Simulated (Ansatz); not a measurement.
Start from BN in the wurtzite structure (space group P6_3mc, No. 186; a = 2.5232 Å, c = 4.1751 Å). Axes: x lies along a and z along c of the hexagonal cell.

Perturbation: tensile biaxial strain of 1.80 % in the plane normal to [001], as in epitaxy on a mismatched substrate; the out-of-plane cell vector and the atoms relax.

The values are results of LDA (Ansatz, a program for electronic structure, PAW, no spin-orbit coupling), not measurements.

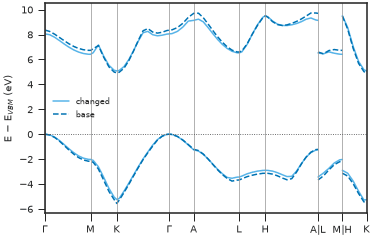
Highest valence and lowest conduction band along the path, each from its own valence-band maximum

Question: From the figure, how large is the changed gap, and is it direct?

Answer: About 5.1 eV, indirect, Γ → K.

No phonon test of stability was made.
